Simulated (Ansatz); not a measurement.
# CH5FOSeSi: the cost of one run

Computed with the Python package of Ansatz 0.2.0. The levels of theory stand in the script.

## Step 1: Starting point

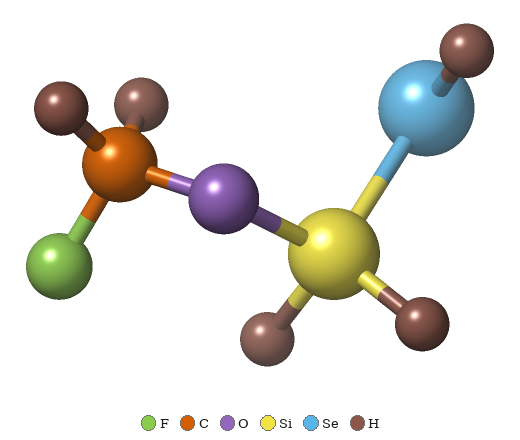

The structure that the script starts from, seen from a chosen angle (fluorine green, carbon orange, oxygen purple, silicon yellow, selenium blue, hydrogen brown).

The script reads ch5fosesi.xyz:

```xyz
10

F    -1.95840    0.26190    1.13170
C    -0.68840    0.71770    1.14230
O     0.14810   -0.37260    0.94640
Si    0.17890   -0.88740   -0.69370
Se    1.36380    0.47940   -2.01490
H    -0.48290    1.17490    2.14050
H    -0.48800    1.53180    0.40020
H     0.68370   -2.24500   -0.79240
H    -1.28140   -0.89090   -1.13070
H     2.60770    0.17920   -1.12640
```

## Step 2: Script

File ch5fosesi.py:

```python
"""CH5FOSeSi at several levels of theory."""

from pathlib import Path

import ansatz as az
import numpy as np

geometry = az.Crystal.molecule_from_extxyz("ch5fosesi.xyz")

calculation = geometry.calculation().basis(gaussian="def2-SVP")

print("functional    E (Ha)        dipole (D)   HOMO (eV)  LUMO (eV)")
for name in ["r2scan0", "pbe", "revpbe", "r2scan", "hse06"]:
    r = calculation.functional(name).forces().orbitals().run(threads=1, backend="cpu", runs_dir="runs").report
    lines = Path(r["orbitals_path"]).read_text().splitlines()
    field_of = lambda key: [line.split("=")[1].strip() for line in lines if line.startswith(key)]
    orbitals = [(27.211386 * float(e), s, float(n)) for e, s, n in zip(field_of("Ene="), field_of("Spin="), field_of("Occup="))]
    homo = max(e for e, _, n in orbitals if n > 0.5)
    lumo = min(e for e, _, n in orbitals if n < 0.5)
    dipole = 4.803205 * np.linalg.norm(r["charge_distribution"]["dipole_moment_e_ang"])
    print(f"{name:10s} {r['free_energy_ev'] / 27.211386246:14.6f} {dipole:9.3f} {homo:11.3f} {lumo:10.3f}")
```

## Step 3: The run

The run is started by

```bash
$ python ch5fosesi.py
```

**Question.** How long does this script take on 1 thread of Arm Neoverse V2, shared host, and how much memory does it need?

About 34 s, with a peak of 0.37 GiB.
